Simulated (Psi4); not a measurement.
**HF/aug-cc-pVDZ run of [BF4]− (tetrafluoroborate)**

What is the energy change on altering one bond length of [BF4]− (tetrafluoroborate) at HF/aug-cc-pVDZ? 

The calculation is run with Psi4 1.11.

1 further run of the same task is left out (set aside as unsound or not needed).

## Step 1: The system as given

[BF4]− has 5 atoms, charge -1, and is taken as a singlet. As SMILES, `F[B-](F)(F)F`. The coordinates come from a PBE0-D4/def2-TZVPD relaxation.

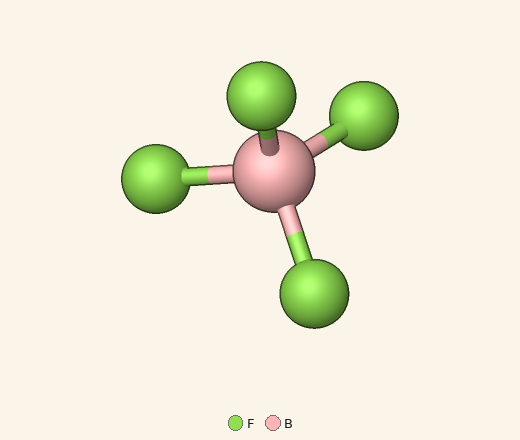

Viewed from a chosen angle; fluorine green, boron pink.

## Step 2: Energy and forces at HF/aug-cc-pVDZ

run_ase.py

```python
import numpy as np
from ase.calculators.psi4 import Psi4
from ase import Atoms

a = Atoms(['F', 'B', 'F', 'F', 'F'], positions=[
    [-0.057100, -0.040200, 1.404000],
    [0.000000, 0.000000, 0.000100],
    [0.948900, -0.931000, -0.457200],
    [-1.262500, -0.319100, -0.529700],
    [0.370700, 1.290300, -0.417200],
])
calc = Psi4(atoms=a, method='scf', basis='aug-cc-pVDZ', memory='2200MB', num_threads=1, charge=-1, multiplicity=1, label='bf4')
calc.psi4.set_options({'puream': True, 'e_convergence': 1e-09, 'd_convergence': 1e-08, 'scf_type': 'pk'})
a.calc = calc

forces = a.get_forces()
print(f'energy: {a.get_potential_energy():.6f} eV')
print('forces / eV A^-1')
print(np.round(forces, 5))
```

The run is started by

```bash
$ python run_ase.py
```

bf4.dat:

```text
[...]
  Running in c1 symmetry.
[...]
  Nuclear repulsion =  179.786669064899513
[...]
  Multiplicity = 1
[...]
  Nalpha       = 21
  Nbeta        = 21
[...]
    Number of basis functions: 115
[...]
   @RHF iter   1:  -422.66303430472612   -1.39981e+00   5.21521e-03 ADIIS/DIIS
[...]
   @RHF iter  10:  -422.78267935232270   -1.13687e-12   1.33747e-09 DIIS
[...]
    Orbital Energies [Eh]
    ---------------------
    Doubly Occupied:
       1A    -26.063010     2A    -26.062956     3A    -26.062953
       4A    -26.062937     5A     -7.529422     6A     -1.407713
       7A     -1.347239     8A     -1.347168     9A     -1.347158
      10A     -0.599393    11A     -0.525750    12A     -0.525725
      13A     -0.525722    14A     -0.443115    15A     -0.443112
      16A     -0.405495    17A     -0.405466    18A     -0.405463
      19A     -0.380631    20A     -0.380630    21A     -0.380605
[...]
  @RHF Final Energy:  -422.78267935232270
   => Energetics <=
    Nuclear Repulsion Energy =            179.7866690648995132
    One-Electron Energy =                -959.8353709051829128
    Two-Electron Energy =                 357.2660224879607540
    Total Energy =                       -422.7826793523227025
[...]
 Multipole Moments:
 ------------------------------------------------------------------------------------
     Multipole            Electronic (a.u.)      Nuclear  (a.u.)        Total (a.u.)
 ------------------------------------------------------------------------------------
 L = 1.  Multiply by 2.5417464519 to convert [e a0] to [Debye]
 Dipole X            :          0.0000234           -0.0000000            0.0000234
 Dipole Y            :         -0.0000468            0.0000000           -0.0000468
 Dipole Z            :          0.0005969           -0.0000444            0.0005525
 Magnitude           :                                                    0.0005549
[...]
  -Total Gradient:
     Atom            X                  Y                   Z
    ------   -----------------  -----------------  -----------------
       1       -0.000077721018    -0.000062916805     0.002004168258
       2        0.000005502691    -0.000011029982     0.000110481407
       3        0.001397361888    -0.001374237441    -0.000679794290
       4       -0.001879243869    -0.000477824074    -0.000800677756
       5        0.000554100308     0.001926008302    -0.000634177619
[...]
```

Standard output:

```text
energy: -11504.502692 eV
forces / eV A^-1
[[ 0.004    0.00324 -0.10306]
 [-0.00028  0.00057 -0.00568]
 [-0.07186  0.07067  0.03496]
 [ 0.09663  0.02457  0.04117]
 [-0.02849 -0.09904  0.03261]]
```

Run time: 11 s. Hardware: 1 thread of Intel Xeon 6975P-C (Granite Rapids), shared host; peak memory 0.55 GiB.

## Step 3: The distorted shape: the energy at HF/aug-cc-pVDZ

calc.dat

```
memory 2200 MB

molecule molecule1 {
  -1 1
  F     -0.085652    -0.060301     2.105996
  B      0.000000     0.000000     0.000100
  F      0.948900    -0.931000    -0.457200
  F     -1.262500    -0.319100    -0.529700
  F      0.370700     1.290300    -0.417200
  symmetry c1
}

set basis aug-cc-pVDZ
set puream true
set e_convergence 1e-09
set d_convergence 1e-08
set scf_type pk

energy("scf")
```

The run is started by

```bash
$ psi4 calc.dat calc.out -n 1
```

calc.out:

```text
[...]
  Running in c1 symmetry.
[...]
  Nuclear repulsion =  162.495189860720927
[...]
  Multiplicity = 1
[...]
  Nalpha       = 21
  Nbeta        = 21
[...]
    Number of basis functions: 115
[...]
   @RHF iter   1:  -422.53608105628030   -1.71247e+00   5.79188e-03 DIIS/ADIIS
[...]
   @RHF iter  11:  -422.69448707806953   -6.02540e-12   2.95549e-09 DIIS
[...]
    Orbital Energies [Eh]
    ---------------------
    Doubly Occupied:
       1A    -26.126397     2A    -26.126392     3A    -26.126375
       4A    -25.986102     5A     -7.632429     6A     -1.449924
       7A     -1.402991     8A     -1.402980     9A     -1.216868
      10A     -0.638803    11A     -0.565618    12A     -0.565616
      13A     -0.523859    14A     -0.478524    15A     -0.478520
      16A     -0.450094    17A     -0.450090    18A     -0.436587
      19A     -0.315758    20A     -0.315758    21A     -0.313006
[...]
  @RHF Final Energy:  -422.69448707806953
   => Energetics <=
    Nuclear Repulsion Energy =            162.4951898607209273
    One-Electron Energy =                -924.3739752587613339
    Two-Electron Energy =                 339.1842983199709352
    Total Energy =                       -422.6944870780695283
[...]
 Multipole Moments:
 ------------------------------------------------------------------------------------
     Multipole            Electronic (a.u.)      Nuclear  (a.u.)        Total (a.u.)
 ------------------------------------------------------------------------------------
 L = 1.  Multiply by 2.5417464519 to convert [e a0] to [Debye]
 Dipole X            :          0.0612857           -0.0025375            0.0587482
 Dipole Y            :          0.0430778           -0.0017864            0.0412913
 Dipole Z            :         -1.5056153            0.0623444           -1.4432709
 Magnitude           :                                                    1.4450561
[...]
```

Wall time 4.2 s (1 thread of Intel Xeon 6975P-C (Granite Rapids), shared host); peak memory 0.53 GiB.

## Step 4: Summary of results

Level: HF/aug-cc-pVDZ.

```
                                                              quantity          value
                                             first shape: total energy  -422.78268 Eh
                                              first shape: HOMO energy      -10.36 eV
                                              first shape: LUMO energy        4.99 eV
    first shape: HOMO–LUMO gap (to an unbound level, set by the basis)       15.35 eV
                                 first shape: largest force on an atom     0.108 eV/Å
                                         distorted shape: total energy  -422.69449 Eh
                                          distorted shape: HOMO energy       -8.52 eV
                                          distorted shape: LUMO energy        4.90 eV
distorted shape: HOMO–LUMO gap (to an unbound level, set by the basis)       13.41 eV
     energy change with the F1–B2 bond stretched from 1.406 to 2.108 Å       2.400 eV
```

With the F1–B2 bond stretched from 1.406 to 2.108 Å the energy rises by 2.40 eV (55 kcal/mol). The first shape isn't relaxed at this level, so the change isn't measured from a minimum.
